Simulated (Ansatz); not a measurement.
**One shape, several levels: C3H8Si (SMILES CC(C)[SiH])**

Wanted: a comparison of 6 runs (HF/6-31G*, BHLYP/6-31G*, PBE-QIDH/6-31G*, wB97M-V/6-31G*, wB97X/6-31G*, MP2/6-31G*) of C3H8Si. 

The calculation is run with Ansatz 0.2.0.

62 further runs of the same task are left out: 62 set aside as unsound or not needed.

### Step 1. The structure to begin with

C3H8Si: 12 atoms, total charge 0, spin state singlet. SMILES: `CC(C)[SiH]`. The Si4–H12 distance was set to 1.988 Å, away from the relaxed value. At this shape a bond of the SMILES string is far longer than usual.

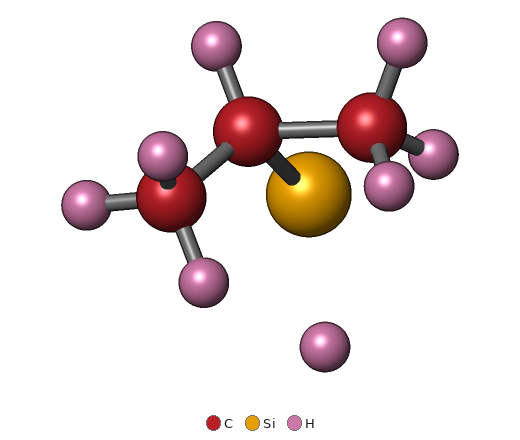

Viewed from a chosen angle; carbon red, silicon amber, hydrogen pink.

### Step 2. The energy at HF/6-31G(d) (spherical functions) (run 1)

molecule.yaml reads:

```yaml
crystal:
  periodic: [false, false, false]
  atoms:
    - {symbol: C, position_ang: [-0.041357, 0.541865, -1.242623]}
    - {symbol: C, position_ang: [0.309343, -0.801435, -0.640023]}
    - {symbol: C, position_ang: [1.001643, -0.722635, 0.724277]}
    - {symbol: Si, position_ang: [-0.957257, -1.870835, 0.287777]}
    - {symbol: H, position_ang: [-0.628357, 0.422365, -2.156323]}
    - {symbol: H, position_ang: [-0.638857, 1.133765, -0.544223]}
    - {symbol: H, position_ang: [0.851943, 1.121265, -1.502223]}
    - {symbol: H, position_ang: [0.905943, -1.399535, -1.330223]}
    - {symbol: H, position_ang: [0.962143, 0.280765, 1.145177]}
    - {symbol: H, position_ang: [0.496443, -1.376035, 1.518777]}
    - {symbol: H, position_ang: [2.019243, -1.112635, 0.728677]}
    - {symbol: H, position_ang: [-1.874800, -0.288600, 1.067000]}
basis:
  gaussian: {orbitals: 6-31G_st_-spherical.json}
accuracy: high
hamiltonian: {xc: hf}
output: {orbitals: {seedname: orbitals}}
```

The basis set 6-31G* is read from a file made from the Basis Set Exchange's data (not shown).

Launch:

```sh
$ ansatz run molecule.yaml --threads 1 --pin off --max-ram 3480MiB --events-out events.jsonl --progress --plain --runs-dir runs
```

The program printed:

```text
Warning: RAYON_NUM_THREADS=1 ignored (pool sized by the plan → 1); use --threads N
Functional definition: HF
  name "HF"
  exchange = exact_x
  correlation = 0
1922 factors; integrals over basis functions are off by at most 3.8e-9 eV
mean field evaluation 1: about -11074.3871 eV, gradient 2.6e1 eV
mean field evaluation 2: about -11074.4811 eV, gradient 2.6e1 eV
mean field evaluation 4: about -11076.5973 eV, gradient 3.4e0 eV
mean field evaluation 8: about -11076.6406 eV, gradient 2.0e-1 eV
mean field -11076.64095353 eV, -407.0590470255 hartree, gradient 9.4e-8 eV, S^2 0.000000; 0 other end points of the search recorded, 0 dependent functions left out
reference -11076.64095353 eV, -407.0590470255 hartree; 20, 20 occupied and 56, 56 virtual orbitals, 1922 factors
Total energy: -11076.64095353 eV, -407.0590470255 hartree
```

Run time: 1.5 s. Hardware: 1 thread of Intel Xeon 6975P-C (Granite Rapids), shared host; peak memory 0.22 GiB.

### Step 3. A single-point energy at BHLYP/6-31G(d) (spherical functions) (run 2)

in.yaml reads:

```yaml
basis:
  gaussian: {orbitals: 6-31G_st_-spherical.json}
crystal:
  periodic: [false, false, false]
  atoms:
    - {symbol: C, position_ang: [-0.041357, 0.541865, -1.242623]}
    - {symbol: C, position_ang: [0.309343, -0.801435, -0.640023]}
    - {symbol: C, position_ang: [1.001643, -0.722635, 0.724277]}
    - {symbol: Si, position_ang: [-0.957257, -1.870835, 0.287777]}
    - {symbol: H, position_ang: [-0.628357, 0.422365, -2.156323]}
    - {symbol: H, position_ang: [-0.638857, 1.133765, -0.544223]}
    - {symbol: H, position_ang: [0.851943, 1.121265, -1.502223]}
    - {symbol: H, position_ang: [0.905943, -1.399535, -1.330223]}
    - {symbol: H, position_ang: [0.962143, 0.280765, 1.145177]}
    - {symbol: H, position_ang: [0.496443, -1.376035, 1.518777]}
    - {symbol: H, position_ang: [2.019243, -1.112635, 0.728677]}
    - {symbol: H, position_ang: [-1.874800, -0.288600, 1.067000]}
hamiltonian: {xc: {name: BHLYP}}
accuracy: high
output: {orbitals: {seedname: orbitals}}
```

The basis set 6-31G* is read from a file made from the Basis Set Exchange's data (not shown).

Launch:

```sh
$ ansatz run in.yaml --threads 1 --pin off --max-ram 3480MiB --events-out events.jsonl --progress --plain --runs-dir runs
```

The program printed:

```text
Warning: RAYON_NUM_THREADS=1 ignored (pool sized by the plan → 1); use --threads N
Functional definition: BHLYP
  name "BHLYP"
  parameter a = 0.5
  exchange = (1 - a)*b88_x + a*exact_x
  correlation = lyp_c
1922 factors; integrals over basis functions are off by at most 3.8e-9 eV
mean field evaluation 1: about -11109.6678 eV, gradient 3.9e1 eV
mean field evaluation 2: about -11109.8569 eV, gradient 3.8e1 eV
mean field evaluation 4: about -11113.5699 eV, gradient 1.4e0 eV
mean field evaluation 8: about -11113.6177 eV, gradient 1.6e-2 eV
mean field evaluation 16: about -11113.6177 eV, gradient 9.6e-6 eV
mean field -11113.61774325 eV, -408.4179189838 hartree, gradient 4.7e-8 eV, S^2 0.000000; 0 other end points of the search recorded, 0 dependent functions left out
reference -11113.61776914 eV, -408.4179199351 hartree; 20, 20 occupied and 56, 56 virtual orbitals, 1922 factors
Total energy: -11113.61776914 eV, -408.4179199351 hartree
```

It took 4.5 s on 1 thread of Intel Xeon 6975P-C (Granite Rapids), shared host; peak memory 0.27 GiB.

Runs 3 to 5 aren't shown in full; the table further down has their settings and results.

### Step 4. The energy at MP2/6-31G(d) (spherical functions) (run 6)

in.yaml: that of step 3 with these lines changed.

```diff
@@ -1,3 +1 @@
-basis:
-  gaussian: {orbitals: 6-31G_st_-spherical.json}
 crystal:
@@ -17,4 +15,9 @@
     - {symbol: H, position_ang: [-1.874800, -0.288600, 1.067000]}
-hamiltonian: {xc: {name: BHLYP}}
+basis:
+  gaussian:
+    orbitals: 6-31G_st_-spherical.json
+total_charge: 0
+correlation:
+  method: mp2
+  frozen_orbitals: {C: 1, H: 0, Si: 5}
 accuracy: high
-output: {orbitals: {seedname: orbitals}}
```

The basis set 6-31G* is read from a file made from the Basis Set Exchange's data (not shown).

Launch:

```sh
$ ansatz run in.yaml --threads 1 --pin off --max-ram 3480MiB --events-out events.jsonl --progress --plain --runs-dir runs
```

The program printed:

```text
Warning: RAYON_NUM_THREADS=1 ignored (pool sized by the plan → 1); use --threads N
[... 4 set-up lines as earlier in the session ...]
1922 factors; integrals over basis functions are off by at most 3.8e-9 eV
mean field evaluation 1: about -11074.3871 eV, gradient 2.6e1 eV
mean field evaluation 2: about -11074.4811 eV, gradient 2.6e1 eV
mean field evaluation 4: about -11076.5973 eV, gradient 3.4e0 eV
mean field evaluation 8: about -11076.6406 eV, gradient 2.0e-1 eV
mean field -11076.64095353 eV, -407.0590470255 hartree, gradient 9.4e-8 eV, S^2 0.000000; 0 other end points of the search recorded, 0 dependent functions left out
8 core orbitals not correlated: weight in the atoms' cores, before any rotation towards them, 1.000 or more for the frozen orbitals, at most 0.000 for the correlated occupied ones
reference -11076.64095353 eV, -407.0590470255 hartree; 12, 12 occupied and 56, 56 virtual orbitals, 1922 factors
second order -12.88845352 eV of doubles, -0.00000000 eV of singles
Total energy: -11089.52940705 eV, -407.5326889562 hartree
```

Run time: 1.7 s. Hardware: 1 thread of Intel Xeon 6975P-C (Granite Rapids), shared host; peak memory 0.21 GiB.

### Step 5. The series

| run | level | frozen core orbitals | energy (Eh) | HOMO energy (eV) | LUMO energy (eV) | HOMO–LUMO gap (eV) | wall time |
| --- | --- | --- | --- | --- | --- | --- | --- |
| 1 | HF/6-31G* (spherical functions) | – | -407.059047 | -8.51 | 1.74 | 10.26 | 1.5 s |
| 2 | BHLYP/6-31G* (spherical functions) | – | -408.417920 | -7.08 | -0.49 | 6.60 | 4.5 s |
| 3 | PBE-QIDH/6-31G* (spherical functions) | 8 | -408.063678 | -7.77 | 0.26 | 8.03 | 6 s |
| 4 | wB97M-V/6-31G* (spherical functions) | – | -408.406526 | -8.13 | 0.54 | 8.67 | 34 s |
| 5 | wB97X/6-31G* (spherical functions) | – | -408.463134 | -8.38 | 0.65 | 9.03 | 17 s |
| 6 | MP2/6-31G* (spherical functions) | 8 | -407.532689 | – | – | – | 1.7 s |

### Step 6. Summary of results

| quantity | value |
| --- | --- |
| run 6: total energy | -407.53269 Eh |
| run 6: correlation energy (8 core orbitals frozen) | -473.6 mEh |

What this shows: Over runs 1, 2, 3, 4, 5 the HOMO–LUMO gap runs from 6.60 eV (BHLYP/6-31G*) to 10.26 eV (HF/6-31G*). Exact exchange widens orbital gaps. Totals of different functionals can't be ranked against each other. All runs together took 64 s, the longest 34 s.
